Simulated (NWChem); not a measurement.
# CH5Si (SMILES C[SiH2]): UCCSD(2)_T/6-31G(d) (Cartesian functions)

Aim: the vertical electron affinity of CH5Si at UCCSD(2)_T/6-31G* (Cartesian functions), from 2 runs. 

The calculation is run with NWChem 7.3.0.

2 further runs of the same task are left out: 2 set aside as unsound or not needed.

## Step 1: The structure to begin with

The species is CH5Si (7 atoms), meant as a doublet with charge 0. As SMILES, `C[SiH2]`. The shape is that of a PBE0-D4/def2-TZVP optimisation.

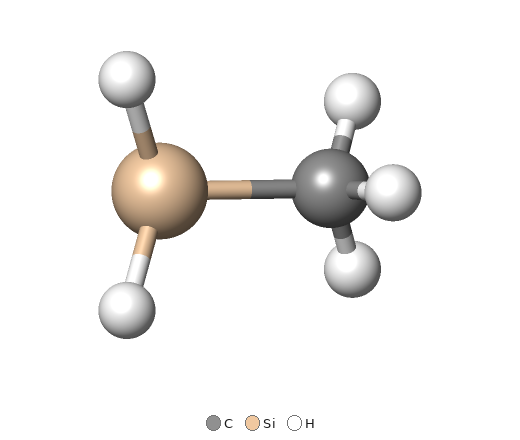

Viewed from a chosen angle; carbon grey, silicon light orange, hydrogen white.

## Step 2: A single-point energy at UCCSD(2)_T/6-31G(d) (Cartesian functions)

Input file calc.nw:

```
start calc
memory 2200 mb
charge 0
geometry units angstrom noautoz
C     -0.122600    -0.803200     0.095200
Si     0.176200     1.034800     0.314000
H     -0.204800    -1.054900    -0.966600
H      0.699200    -1.383300     0.519500
H     -1.047100    -1.107700     0.589500
H     -0.951500     1.846400    -0.225700
H      1.450600     1.468000    -0.326000
end
basis
C library 6-31G*
Si library 6-31G*
H library 6-31G*
end
scf
nopen 1
uhf
thresh 1e-05
maxiter 60
direct
end
tce
scf
ccsd(2)_t
freeze core 6
maxiter 100
end
task tce
```

Run with:

```console
$ nwchem calc.nw > calc.out
```

Standard output:

```text
[...]
 Group name             Cs
[...]
  functions       =    44
[...]
  wavefunction    = UHF
[...]
         Total SCF energy =   -329.651481191240
      One electron energy =   -565.466090970445
      Two electron energy =    180.131514818997
 Nuclear repulsion energy =     55.683094960207
                       Sz =      0.5000
                 Sz(Sz+1) =      0.7500
                      S^2 =      0.7533
[...]
         Wavefunction type : Unrestricted Hartree-Fock
          No. of electrons :    25
[...]
         Spin multiplicity : doublet
[...]
 CCSD total energy / hartree       =      -329.885039215297240
[...]
 CCSD(2)_T total energy / hartree       =      -329.890364596073937
[...]
```

It took 11 s on 1 thread of Intel Xeon at 2.80GHz (Skylake/Cascade Lake), shared host; peak memory 0.18 GiB.

## Step 3: The singlet anion, same level

Input file m1.nw:

```
start m1
title "CH5Si"
memory stack 880 mb heap 220 mb global 1100 mb
charge -1

geometry units angstroms noautosym nocenter noautoz
  C     -0.122600    -0.803200     0.095200
  Si     0.176200     1.034800     0.314000
  H     -0.204800    -1.054900    -0.966600
  H      0.699200    -1.383300     0.519500
  H     -1.047100    -1.107700     0.589500
  H     -0.951500     1.846400    -0.225700
  H      1.450600     1.468000    -0.326000
end

basis cartesian
  * library 6-31G*
end

scf
  thresh 1e-05
  maxiter 80
  direct
end

tce
  scf
  ccsd(2)_t
  freeze core 6
  maxiter 100
end

task tce energy
```

Run with:

```console
$ nwchem m1.nw > m1.out
```

Standard output:

```text
[...]
  functions       =    44
[...]
  wavefunction    = RHF
[...]
         Total SCF energy =   -329.615799559700
      One-electron energy =   -571.451118090423
      Two-electron energy =    186.152237380005
 Nuclear repulsion energy =     55.683081150718
        Time for solution =      3.6s
[...]
         Wavefunction type : Restricted Hartree-Fock
          No. of electrons :    26
[...]
         Spin multiplicity : singlet
[...]
 CCSD total energy / hartree       =      -329.870052550122750
[...]
 CCSD(2)_T total energy / hartree       =      -329.876004990806962
[...]
```

It took 15 s on 1 thread of Intel Xeon at 2.80GHz (Skylake/Cascade Lake), shared host; peak memory 0.19 GiB.

## Step 4: Summary of results

Level: UCCSD(2)_T/6-31G* (Cartesian functions), 6 core orbitals frozen.

| quantity | value |
| --- | --- |
| doublet CH5Si: total energy | -329.89036 Eh |
| doublet CH5Si: HOMO energy (Hartree–Fock orbitals) (highest over α and β) | -8.62 eV |
| doublet CH5Si: LUMO energy (Hartree–Fock orbitals) (lowest over α and β) | 1.68 eV |
| doublet CH5Si: correlation energy (6 core orbitals frozen) | -238.9 mEh |
| doublet CH5Si: ⟨S²⟩ of the reference determinant | 0.753 |
| singlet anion: total energy | -329.87600 Eh |
| singlet anion: HOMO energy (Hartree–Fock orbitals) | 0.14 eV |
| singlet anion: LUMO energy (Hartree–Fock orbitals) | 9.99 eV |
| singlet anion: HOMO–LUMO gap (to an unbound level, set by the basis) | 9.85 eV |
| singlet anion: correlation energy (6 core orbitals frozen) | -260.2 mEh |
| vertical electron affinity (to the singlet anion) | -0.391 eV |

What this shows: The anion lies 0.39 eV (9.0 kcal/mol) above the neutral: the electron isn't bound at this level, and such a value depends on the basis. Without diffuse functions anions come out too high. Mulliken charges (singlet anion) run from -0.67 on C1 to +0.12 on H4; they depend strongly on the basis. The HOMO (singlet anion) lies at positive energy, 0.14 eV: the electron is unbound at this level or held by a compact basis; values depend on the basis.
